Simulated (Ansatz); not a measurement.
## Electronic structure of Br$_{2}$NSi (charge −1, triplet) in real space

Input file:

```
crystal:
  periodic: [false, false, false]
  atoms:
    - {symbol: Br, position_ang: [0.713863, 0.963644, -3.411708]}
    - {symbol: Br, position_ang: [-1.808550, -0.818339, -1.161085]}
    - {symbol: "N", position_ang: [-1.732568, 2.419666, -1.756437]}
    - {symbol: Si, position_ang: [-0.545513, 1.233935, -1.364873]}
basis:
  gaussian:
    orbitals: def2-TZVPD
total_charge: -1
magnetization:
  spin_polarized: true
  initial_magnetization: 2
hamiltonian:
  xc: pbe0
output: {forces: true, orbitals: {seedname: orbitals}}
```

Command:

```sh
ansatz run input.yaml --threads 2 --pin off --max-ram 4350MiB --events-out events.jsonl --progress --plain --runs-dir runs
```

Geometry: B3LYP-D3(BJ)/def2-SVPD.

Theory: Ansatz, isolated molecule in a Gaussian basis; Kohn-Sham density functional theory, functional PBE0.

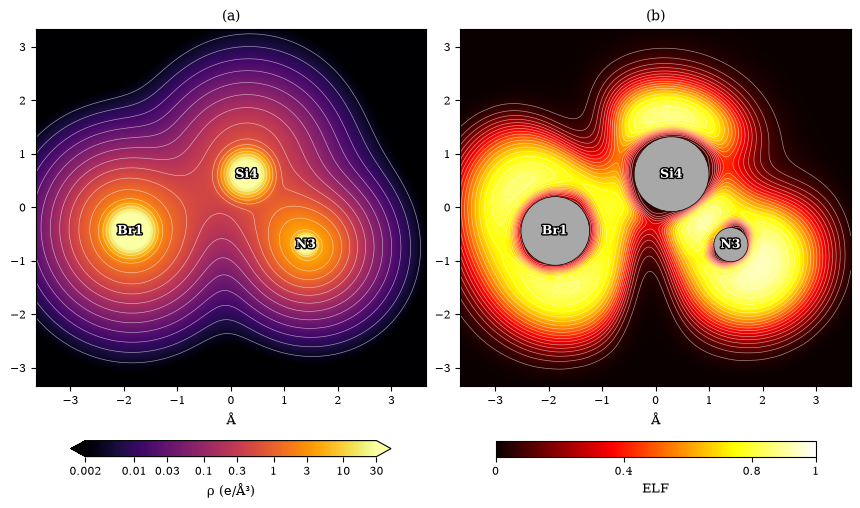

Figure 1. (a) electron density; (b) ELF on the plane of atoms Br1, Si4 and N3. Grey discs cover the atomic cores in the ELF map.

> Describe what can be read from this map.

- The plane passes through Br, N and Si nuclei.
- Si–N (1.72 Å): ρ at the midpoint is about 1.1 e/Å³; the ELF peaks at about 0.90 between the atoms; a polar covalent bond.
- Si–Br (2.42 Å): the density is about 0.54 e/Å³ at the midpoint, with its minimum of 0.44 e/Å³ about 0.9 Å from Si; the ELF peaks at about 0.80 between the atoms, as expected for a polar covalent bond.
- The ELF also peaks beside Br1 and N3, away from the bonds: non-bonding electrons, paired or unpaired.

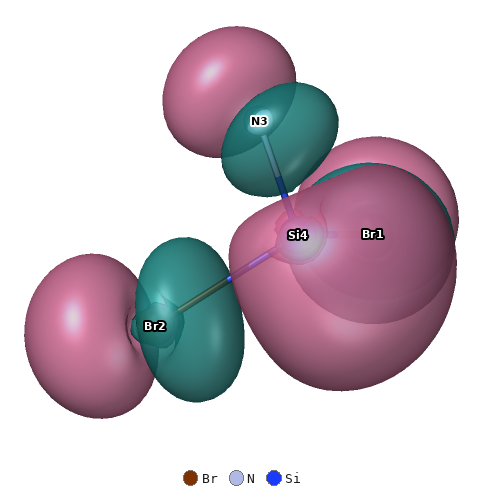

Figure 2. The HOMO (α) at ±0.06 Å⁻³ᐟ² (teal and pink are the two phases), seen at an oblique angle.

> Describe this orbital and give its energy.

It lies mainly on Si4 (about 50 %), Br1 (about 15 %), Br2 (about 15 %) and N3 (about 15 %). Its energy is −1.72 eV.

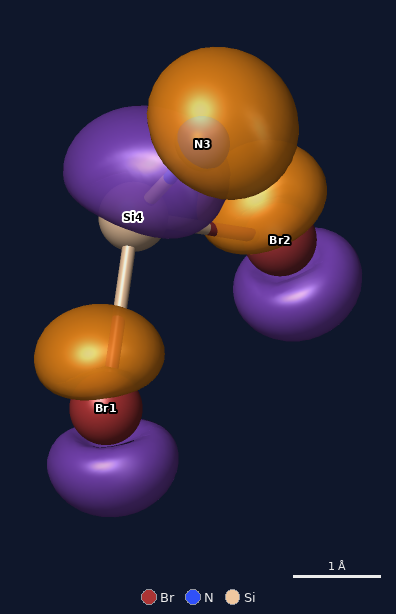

Figure 3. The HOMO−1 (β) at ±0.15 Å⁻³ᐟ² (orange and purple are the two phases), seen at an oblique angle.

> Describe this orbital and give its energy.

Its weight (Hirshfeld) is mainly on N3 (about 45 %), Br1 (about 20 %), Br2 (about 20 %) and Si4 (about 15 %); largely a combination of lone pairs on N3, Br1 and Br2. Its energy is −3.62 eV.
